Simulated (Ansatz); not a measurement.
# Run report: AlSi62 (charge +1), geometry relaxation (part 4 of 4)

The same run, continued: AlSi62 (defect cell, 63 atoms in the cell, total charge +1); DFT PBE, scalar-relativistic, plane waves, PAW, PAW set soft_1, no spin polarisation (Ansatz 0.2.0); cutoff 420 eV, 1×1×1 k-mesh, Fermi–Dirac smearing of 0.02 eV. It belongs to a series of runs on one base structure; here: end point B relaxed.

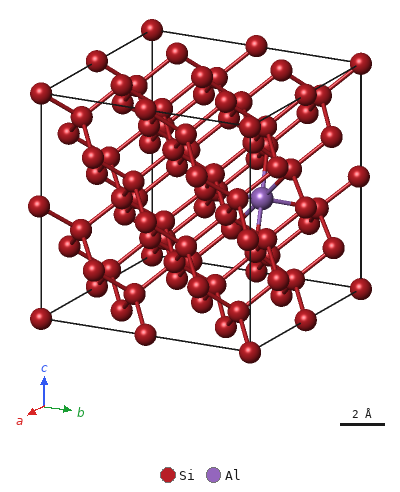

*The geometry at step 9 of the log (ball-and-stick view of the cell of the calculation, seen at an oblique angle).*

Trajectory as extended XYZ, continued:
```
63
Lattice="10.8600 0.0000 0.0000 0.0000 10.8600 0.0000 0.0000 0.0000 10.8600" Properties=species:S:1:pos:R:3:forces:R:3 step=6 energy=-39955.32038
Si    5.4469    0.0084    0.0110   -0.0072   0.0113  -0.0023
Si    6.7655    1.3919    1.3795    0.0043  -0.0029  -0.0043
Si    8.1390    2.7210    0.0060    0.0002  -0.0002  -0.0002
Si    9.4681    4.0945    1.3795    0.0029  -0.0043  -0.0043
Si    8.1340    0.0084    2.6981    0.0023   0.0113   0.0072
Si    9.5056    1.3544    4.0833    0.0045  -0.0045   0.0018
Si    0.0083   -0.0083   -0.0228   -0.0027   0.0027  -0.0029
Si    1.3381    1.3696    1.3500   -0.0186  -0.0018  -0.0033
Si    2.7105    2.7342    0.0192    0.0150  -0.0014  -0.0014
Si    4.0415    4.1517    1.4367   -0.0167   0.0067   0.0067
Si    5.4057    5.4543    0.0335    0.0113  -0.0113  -0.0044
Si    6.7083    6.8185    1.4367   -0.0067   0.0167   0.0067
Si    8.1258    8.1495    0.0192    0.0014  -0.0150  -0.0014
Si    9.4904    9.5219    1.3500    0.0018   0.0186  -0.0033
Si    2.7021    0.0160    2.7061    0.0125  -0.0038   0.0040
Si    4.0644    1.3630    4.0806   -0.0017   0.0062   0.0017
Si    5.4057    2.7485    2.7393    0.0113  -0.0044  -0.0113
Si    6.7083    4.1517    4.1035   -0.0067   0.0067   0.0167
Si    8.1115    5.4543    2.7393    0.0044  -0.0113  -0.0113
Si    9.4970    6.7956    4.0806   -0.0062   0.0017   0.0017
Si    5.4389    0.0160    5.4429   -0.0040  -0.0038  -0.0125
Si    6.7950    1.3696    6.8069    0.0033  -0.0018   0.0186
Si    8.1258    2.7342    5.4345    0.0014  -0.0014  -0.0150
Si    9.4904    4.0650    6.8069    0.0018  -0.0033   0.0186
Si    8.1678   -0.0083    8.1367    0.0029   0.0027   0.0027
Si    9.4972    1.3628    9.5078   -0.0010   0.0010   0.0010
Si   -0.0084    5.4131    0.0110   -0.0113   0.0072  -0.0023
Si    1.3469    6.8077    1.3752   -0.0045  -0.0086  -0.0074
Si    2.7099    8.1501    0.0030   -0.0067   0.0067  -0.0069
Si    4.0523    9.5131    1.3752    0.0086   0.0045  -0.0074
Si   -0.0084    2.7260    2.6981   -0.0113  -0.0023   0.0072
Si    1.3469    4.0902    4.0927   -0.0045  -0.0074  -0.0086
Si    2.7079    5.5438    2.8288   -0.0159   0.0168   0.0168
Al    3.1484    7.7116    4.9966    0.0798  -0.0798  -0.0798
Si    5.3162    8.1521    2.8288   -0.0168   0.0159   0.0168
Si    6.7698    9.5131    4.0927    0.0074   0.0045  -0.0086
Si    0.0619   -0.0619    5.4052    0.0144  -0.0144   0.0045
Si    1.3662    1.3319    6.7788   -0.0114   0.0089   0.0114
Si    2.7099    2.7180    5.4351   -0.0067  -0.0069   0.0067
Si    4.0523    4.0902    6.7981    0.0086  -0.0074   0.0045
Si    5.3162    5.5438    5.4371   -0.0168   0.0168   0.0159
Si    6.7698    6.8077    6.7981    0.0074  -0.0086   0.0045
Si    8.1420    8.1501    5.4351    0.0069   0.0067   0.0067
Si    9.5281    9.4938    6.7788   -0.0089   0.0114   0.0114
Si    2.7398   -0.0619    8.0831   -0.0045  -0.0144  -0.0144
Si    4.0617    1.3544    9.4994   -0.0018  -0.0045  -0.0045
Si    5.4469    2.7260    8.1534   -0.0072  -0.0023   0.0113
Si    6.7655    4.0945    9.5369    0.0043  -0.0043  -0.0029
Si    8.1340    5.4131    8.1534    0.0023   0.0072   0.0113
Si    9.5056    6.7983    9.4994    0.0045   0.0018  -0.0045
Si   -0.0160    8.1579    2.7061    0.0038  -0.0125   0.0040
Si    1.4420    9.4180    4.0374   -0.0087   0.0087   0.0076
Si   -0.0160    5.4211    5.4429    0.0038   0.0040  -0.0125
Si    1.4420    6.7524    6.7030   -0.0087   0.0076   0.0087
Si    4.1076    9.4180    6.7030   -0.0076   0.0087   0.0087
Si    0.0083    2.6922    8.1367   -0.0027  -0.0029   0.0027
Si    1.3381    4.0650    9.5146   -0.0186  -0.0033  -0.0018
Si    2.7021    5.4211    8.1610    0.0125   0.0040  -0.0038
Si    4.0644    6.7956    9.5080   -0.0017   0.0017   0.0062
Si    5.4389    8.1579    8.1610   -0.0040  -0.0125  -0.0038
Si    6.7950    9.5219    9.5146    0.0033   0.0186  -0.0018
Si    0.0619    8.1202    8.0831    0.0144   0.0045  -0.0144
Si    1.3662    9.4938    9.4769   -0.0114   0.0114   0.0089
63
Lattice="10.8600 0.0000 0.0000 0.0000 10.8600 0.0000 0.0000 0.0000 10.8600" Properties=species:S:1:pos:R:3:forces:R:3 step=7 energy=-39955.34684
Si    5.4435    0.0166    0.0085   -0.0029  -0.0143   0.0007
Si    6.7652    1.3954    1.3798   -0.0130   0.0196   0.0130
Si    8.1373    2.7227    0.0077    0.0024  -0.0024  -0.0024
Si    9.4646    4.0948    1.3798   -0.0196   0.0130   0.0130
Si    8.1365    0.0166    2.7015   -0.0007  -0.0143   0.0029
Si    9.5107    1.3493    4.0897   -0.0115   0.0115  -0.0074
Si    0.0046   -0.0046   -0.0222    0.0092  -0.0092   0.0034
Si    1.3315    1.3702    1.3530   -0.0037   0.0034   0.0049
Si    2.7116    2.7359    0.0209   -0.0020   0.0067   0.0067
Si    4.0310    4.1630    1.4480    0.0022   0.0073   0.0073
Si    5.4069    5.4531    0.0409   -0.0157   0.0157   0.0141
Si    6.6970    6.8290    1.4480   -0.0073  -0.0022   0.0073
Si    8.1241    8.1484    0.0209   -0.0067   0.0020   0.0067
Si    9.4898    9.5285    1.3530   -0.0034   0.0037   0.0049
Si    2.7044    0.0145    2.7090    0.0091  -0.0076   0.0036
Si    4.0649    1.3691    4.0801   -0.0054  -0.0152   0.0054
Si    5.4069    2.7559    2.7381   -0.0157   0.0141   0.0157
Si    6.6970    4.1630    4.1140   -0.0073   0.0073  -0.0022
Si    8.1041    5.4531    2.7381   -0.0141   0.0157   0.0157
Si    9.4909    6.7951    4.0801    0.0152   0.0054   0.0054
Si    5.4360    0.0145    5.4406   -0.0036  -0.0076  -0.0091
Si    6.7920    1.3702    6.8135   -0.0049   0.0034   0.0037
Si    8.1241    2.7359    5.4334   -0.0067   0.0067   0.0020
Si    9.4898    4.0680    6.8135   -0.0034   0.0049   0.0037
Si    8.1672   -0.0046    8.1404   -0.0034  -0.0092  -0.0092
Si    9.4944    1.3656    9.5106   -0.0077   0.0077   0.0077
Si   -0.0166    5.4165    0.0085    0.0143   0.0029   0.0007
Si    1.3393    6.8059    1.3692    0.0062  -0.0052   0.0166
Si    2.7060    8.1540    0.0019    0.0030  -0.0030   0.0139
Si    4.0541    9.5207    1.3692    0.0052  -0.0062   0.0166
Si   -0.0166    2.7235    2.7015    0.0143   0.0007   0.0029
Si    1.3393    4.0842    4.0909    0.0062   0.0166  -0.0052
Si    2.6936    5.5627    2.8477    0.0003  -0.0085  -0.0085
Al    3.2610    7.5990    4.8840    0.0607  -0.0607  -0.0607
Si    5.2973    8.1664    2.8477    0.0085  -0.0003  -0.0085
Si    6.7758    9.5207    4.0909   -0.0166  -0.0062  -0.0052
Si    0.0742   -0.0742    5.4081   -0.0069   0.0069  -0.0161
Si    1.3613    1.3329    6.7837    0.0214  -0.0136  -0.0214
Si    2.7060    2.7169    5.4390    0.0030   0.0139  -0.0030
Si    4.0541    4.0842    6.8057    0.0052   0.0166  -0.0062
Si    5.2973    5.5627    5.4514    0.0085  -0.0085  -0.0003
Si    6.7758    6.8059    6.8057   -0.0166  -0.0052  -0.0062
Si    8.1431    8.1540    5.4390   -0.0139  -0.0030  -0.0030
Si    9.5271    9.4987    6.7837    0.0136  -0.0214  -0.0214
Si    2.7369   -0.0742    8.0708    0.0161   0.0069   0.0069
Si    4.0553    1.3493    9.4943    0.0074   0.0115   0.0115
Si    5.4435    2.7235    8.1616   -0.0029   0.0007  -0.0143
Si    6.7652    4.0948    9.5404   -0.0130   0.0130   0.0196
Si    8.1365    5.4165    8.1616   -0.0007   0.0029  -0.0143
Si    9.5107    6.8047    9.4943   -0.0115  -0.0074   0.0115
Si   -0.0145    8.1556    2.7090    0.0076  -0.0091   0.0036
Si    1.4622    9.3978    4.0477   -0.0051   0.0051   0.0115
Si   -0.0145    5.4240    5.4406    0.0076   0.0036  -0.0091
Si    1.4622    6.7627    6.6828   -0.0051   0.0115   0.0051
Si    4.0973    9.3978    6.6828   -0.0115   0.0051   0.0051
Si    0.0046    2.6928    8.1404    0.0092   0.0034  -0.0092
Si    1.3315    4.0680    9.5152   -0.0037   0.0049   0.0034
Si    2.7044    5.4240    8.1595    0.0091   0.0036  -0.0076
Si    4.0649    6.7951    9.5141   -0.0054   0.0054  -0.0152
Si    5.4360    8.1556    8.1595   -0.0036  -0.0091  -0.0076
Si    6.7920    9.5285    9.5152   -0.0049   0.0037   0.0034
Si    0.0742    8.1231    8.0708   -0.0069  -0.0161   0.0069
Si    1.3613    9.4987    9.4779    0.0214  -0.0214  -0.0136
63
Lattice="10.8600 0.0000 0.0000 0.0000 10.8600 0.0000 0.0000 0.0000 10.8600" Properties=species:S:1:pos:R:3:forces:R:3 step=9 energy=-39955.35898
Si    5.4454    0.0162    0.0100   -0.0211   0.0187   0.0043
Si    6.7568    1.4027    1.3882    0.0117  -0.0046  -0.0117
Si    8.1293    2.7307    0.0157   -0.0022   0.0022   0.0022
Si    9.4573    4.1032    1.3882    0.0046  -0.0117  -0.0117
Si    8.1350    0.0162    2.6996   -0.0043   0.0187   0.0211
Si    9.5101    1.3499    4.0822   -0.0007   0.0007  -0.0070
Si    0.0038   -0.0038   -0.0242    0.0032  -0.0032  -0.0006
Si    1.3300    1.3691    1.3532    0.0032  -0.0011  -0.0021
Si    2.7176    2.7361    0.0211   -0.0156   0.0103   0.0103
Si    4.0247    4.1699    1.4549   -0.0022  -0.0017  -0.0017
Si    5.3986    5.4614    0.0489    0.0035  -0.0035  -0.0056
Si    6.6901    6.8353    1.4549    0.0017   0.0022  -0.0017
Si    8.1239    8.1424    0.0211   -0.0103   0.0156   0.0103
Si    9.4909    9.5300    1.3532    0.0011  -0.0032  -0.0021
Si    2.7079    0.0118    2.7134   -0.0098  -0.0007   0.0026
Si    4.0591    1.3718    4.0859   -0.0042   0.0066   0.0042
Si    5.3986    2.7639    2.7464    0.0035  -0.0056  -0.0035
Si    6.6901    4.1699    4.1203    0.0017  -0.0017   0.0022
Si    8.0961    5.4614    2.7464    0.0056  -0.0035  -0.0035
Si    9.4882    6.8009    4.0859   -0.0066   0.0042   0.0042
Si    5.4316    0.0118    5.4371   -0.0026  -0.0007   0.0098
Si    6.7918    1.3691    6.8150    0.0021  -0.0011  -0.0032
Si    8.1239    2.7361    5.4274   -0.0103   0.0103   0.0156
Si    9.4909    4.0682    6.8150    0.0011  -0.0021  -0.0032
Si    8.1692   -0.0038    8.1412    0.0006  -0.0032  -0.0032
Si    9.4869    1.3731    9.5181    0.0134  -0.0134  -0.0134
Si   -0.0162    5.4146    0.0100   -0.0187   0.0211   0.0043
Si    1.3351    6.8021    1.3699    0.0051  -0.0099  -0.0013
Si    2.7019    8.1581    0.0090    0.0067  -0.0067  -0.0040
Si    4.0579    9.5249    1.3699    0.0099  -0.0051  -0.0013
Si   -0.0162    2.7250    2.6996   -0.0187   0.0043   0.0211
Si    1.3351    4.0849    4.0871    0.0051  -0.0013  -0.0099
Si    2.6850    5.5697    2.8547   -0.0040  -0.0095  -0.0095
Al    3.3658    7.4942    4.7792    0.0067  -0.0067  -0.0067
Si    5.2903    8.1750    2.8547    0.0095   0.0040  -0.0095
Si    6.7751    9.5249    4.0871    0.0013  -0.0051  -0.0099
Si    0.0755   -0.0755    5.4048   -0.0002   0.0002  -0.0081
Si    1.3625    1.3312    6.7825    0.0025  -0.0010  -0.0025
Si    2.7019    2.7240    5.4431    0.0067  -0.0040  -0.0067
Si    4.0579    4.0849    6.8099    0.0099  -0.0013  -0.0051
Si    5.2903    5.5697    5.4600    0.0095  -0.0095   0.0040
Si    6.7751    6.8021    6.8099    0.0013  -0.0099  -0.0051
Si    8.1360    8.1581    5.4431    0.0040  -0.0067  -0.0067
Si    9.5288    9.4975    6.7825    0.0010  -0.0025  -0.0025
Si    2.7402   -0.0755    8.0695    0.0081   0.0002   0.0002
Si    4.0629    1.3499    9.4949    0.0070   0.0007   0.0007
Si    5.4454    2.7250    8.1612   -0.0211   0.0043   0.0187
Si    6.7568    4.1032    9.5477    0.0117  -0.0117  -0.0046
Si    8.1350    5.4146    8.1612   -0.0043   0.0211   0.0187
Si    9.5101    6.7972    9.4949   -0.0007  -0.0070   0.0007
Si   -0.0118    8.1521    2.7134    0.0007   0.0098   0.0026
Si    1.4712    9.3888    4.0584    0.0019  -0.0019   0.0050
Si   -0.0118    5.4284    5.4371    0.0007   0.0026   0.0098
Si    1.4712    6.7734    6.6738    0.0019   0.0050  -0.0019
Si    4.0866    9.3888    6.6738   -0.0050  -0.0019  -0.0019
Si    0.0038    2.6908    8.1412    0.0032  -0.0006  -0.0032
Si    1.3300    4.0682    9.5141    0.0032  -0.0021  -0.0011
Si    2.7079    5.4284    8.1568   -0.0098   0.0026  -0.0007
Si    4.0591    6.8009    9.5168   -0.0042   0.0042   0.0066
Si    5.4316    8.1521    8.1568   -0.0026   0.0098  -0.0007
Si    6.7918    9.5300    9.5141    0.0021  -0.0032  -0.0011
Si    0.0755    8.1198    8.0695   -0.0002  -0.0081   0.0002
Si    1.3625    9.4975    9.4762    0.0025  -0.0025  -0.0010
63
Lattice="10.8600 0.0000 0.0000 0.0000 10.8600 0.0000 0.0000 0.0000 10.8600" Properties=species:S:1:pos:R:3:forces:R:3 step=10 energy=-39955.35973
Si    5.4373    0.0238    0.0105    0.0132  -0.0101  -0.0065
Si    6.7617    1.4024    1.3833   -0.0121   0.0027   0.0121
Si    8.1362    2.7238    0.0088    0.0016  -0.0016  -0.0016
Si    9.4576    4.0983    1.3833   -0.0027   0.0121   0.0121
Si    8.1345    0.0238    2.7077    0.0065  -0.0101  -0.0132
Si    9.5054    1.3546    4.0919   -0.0020   0.0020   0.0065
Si    0.0073   -0.0073   -0.0237   -0.0035   0.0035   0.0003
Si    1.3234    1.3695    1.3595   -0.0028  -0.0018   0.0046
Si    2.7056    2.7413    0.0263    0.0176  -0.0032  -0.0032
Si    4.0270    4.1677    1.4527   -0.0075   0.0055   0.0055
Si    5.4020    5.4580    0.0454    0.0012  -0.0012   0.0074
Si    6.6923    6.8330    1.4527   -0.0055   0.0075   0.0055
Si    8.1187    8.1544    0.0263    0.0032  -0.0176  -0.0032
Si    9.4905    9.5366    1.3595    0.0018   0.0028   0.0046
Si    2.7056    0.0101    2.7151    0.0159  -0.0024   0.0014
Si    4.0602    1.3712    4.0848    0.0056  -0.0045  -0.0056
Si    5.4020    2.7604    2.7430    0.0012   0.0074  -0.0012
Si    6.6923    4.1677    4.1180   -0.0055   0.0055   0.0075
Si    8.0996    5.4580    2.7430   -0.0074  -0.0012  -0.0012
Si    9.4888    6.7998    4.0848    0.0045  -0.0056  -0.0056
Si    5.4299    0.0101    5.4394   -0.0014  -0.0024  -0.0159
Si    6.7855    1.3695    6.8216   -0.0046  -0.0018   0.0028
Si    8.1187    2.7413    5.4394    0.0032  -0.0032  -0.0176
Si    9.4905    4.0745    6.8216    0.0018   0.0046   0.0028
Si    8.1687   -0.0073    8.1377   -0.0003   0.0035   0.0035
Si    9.4946    1.3654    9.5104   -0.0088   0.0088   0.0088
Si   -0.0238    5.4227    0.0105    0.0101  -0.0132  -0.0065
Si    1.3342    6.8015    1.3694    0.0008   0.0052   0.0047
Si    2.7045    8.1555    0.0090    0.0006  -0.0006   0.0006
Si    4.0585    9.5258    1.3694   -0.0052  -0.0008   0.0047
Si   -0.0238    2.7255    2.7077    0.0101  -0.0065  -0.0132
Si    1.3342    4.0844    4.0865    0.0008   0.0047   0.0052
Si    2.6830    5.5655    2.8505   -0.0028  -0.0053  -0.0053
Al    3.3922    7.4678    4.7528   -0.0047   0.0047   0.0047
Si    5.2945    8.1770    2.8505    0.0053   0.0028  -0.0053
Si    6.7756    9.5258    4.0865   -0.0047  -0.0008   0.0052
Si    0.0768   -0.0768    5.4030   -0.0035   0.0035   0.0092
Si    1.3655    1.3302    6.7795    0.0018   0.0042  -0.0018
Si    2.7045    2.7240    5.4405    0.0006   0.0006  -0.0006
Si    4.0585    4.0844    6.8108   -0.0052   0.0047  -0.0008
Si    5.2945    5.5655    5.4620    0.0053  -0.0053   0.0028
Si    6.7756    6.8015    6.8108   -0.0047   0.0052  -0.0008
Si    8.1360    8.1555    5.4405   -0.0006  -0.0006  -0.0006
Si    9.5298    9.4945    6.7795   -0.0042  -0.0018  -0.0018
Si    2.7420   -0.0768    8.0682   -0.0092   0.0035   0.0035
Si    4.0531    1.3546    9.4996   -0.0065   0.0020   0.0020
Si    5.4373    2.7255    8.1688    0.0132  -0.0065  -0.0101
Si    6.7617    4.0983    9.5474   -0.0121   0.0121   0.0027
Si    8.1345    5.4227    8.1688    0.0065  -0.0132  -0.0101
Si    9.5054    6.8069    9.4996   -0.0020   0.0065   0.0020
Si   -0.0101    8.1544    2.7151    0.0024  -0.0159   0.0014
Si    1.4764    9.3836    4.0643   -0.0104   0.0104  -0.0060
Si   -0.0101    5.4301    5.4394    0.0024   0.0014  -0.0159
Si    1.4764    6.7793    6.6686   -0.0104  -0.0060   0.0104
Si    4.0807    9.3836    6.6686    0.0060   0.0104   0.0104
Si    0.0073    2.6913    8.1377   -0.0035   0.0003   0.0035
Si    1.3234    4.0745    9.5145   -0.0028   0.0046  -0.0018
Si    2.7056    5.4301    8.1551    0.0159   0.0014  -0.0024
Si    4.0602    6.7998    9.5162    0.0056  -0.0056  -0.0045
Si    5.4299    8.1544    8.1551   -0.0014  -0.0159  -0.0024
Si    6.7855    9.5366    9.5145   -0.0046   0.0028  -0.0018
Si    0.0768    8.1180    8.0682   -0.0035   0.0092   0.0035
Si    1.3655    9.4945    9.4752    0.0018  -0.0018   0.0042
```

Summary:

```tsv
quantity	value
outcome	converged
electrons treated	250
free energy	−39955.3597 eV
Fermi energy	6.240 eV
final volume	1280.82 Å³
largest force (length of the vector) at the end	0.018 eV/Å
hardware	4 threads of Arm Neoverse V2, 24 GiB of memory available, shared host
wall time	40 s (CPU time 2.5 min)
peak memory	1.1 GiB
```

Remarks:

The cell is charged and computed with a neutralising background, so its energy and pressure depend on the cell and aren't those of a real crystal. The k-point mesh is coarse for a cell of this size, so the results may not be converged.
